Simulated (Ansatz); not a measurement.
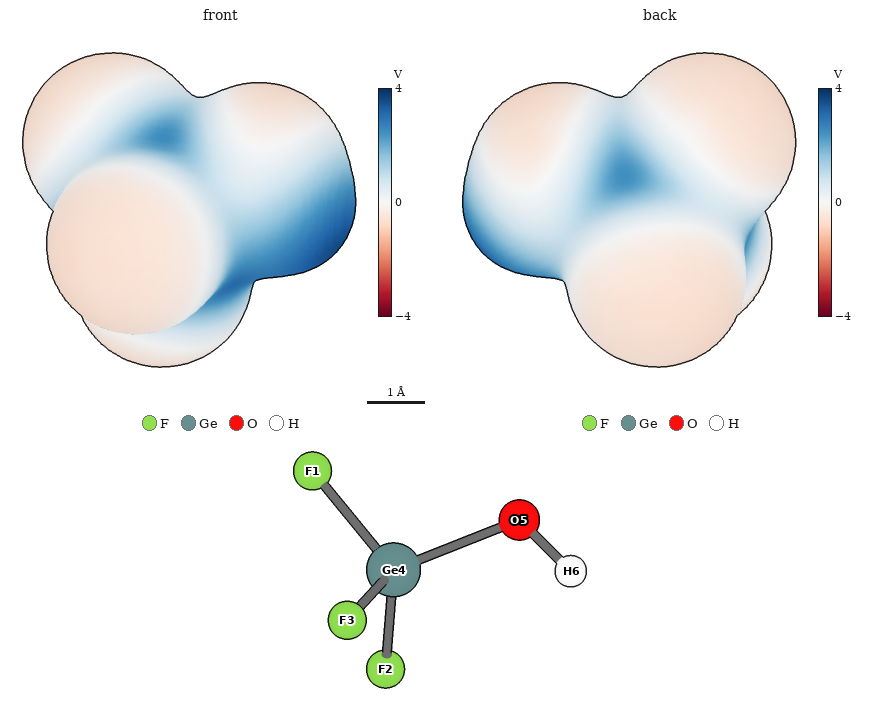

The picture shows: F3GeHO. The molecular electrostatic potential painted on the density surface at 0.002 e/bohr³, seen from the front and from behind; the colour scale runs from red (negative) to blue (positive). The bare structure is drawn below in the same view.

Geometry: PBE0-D4/def2-SVP.

Method: isolated molecule in a Gaussian basis; Kohn-Sham density functional theory, functional PBE0 in Ansatz 0.2.0.

```xyz
6

F    -2.3146    0.1578   -0.0827
F    -2.5609    1.2463   -2.6150
F    -0.1148    1.2016   -1.3984
Ge   -1.7846    1.4120   -1.1016
O    -2.1375    2.9221   -0.3360
H    -1.8648    3.6931   -0.8484
```

**Which sites attract a positive test charge, and which a negative one?**

A positive charge is drawn to the negative regions and a negative charge to the positive ones. The most negative region (about −0.7 V) lies over F1, F2, F3 and O5, the most positive (about +3.4 V) over H6.

**What dipole moment does the calculation give?**

Its dipole moment is 2.23 D.
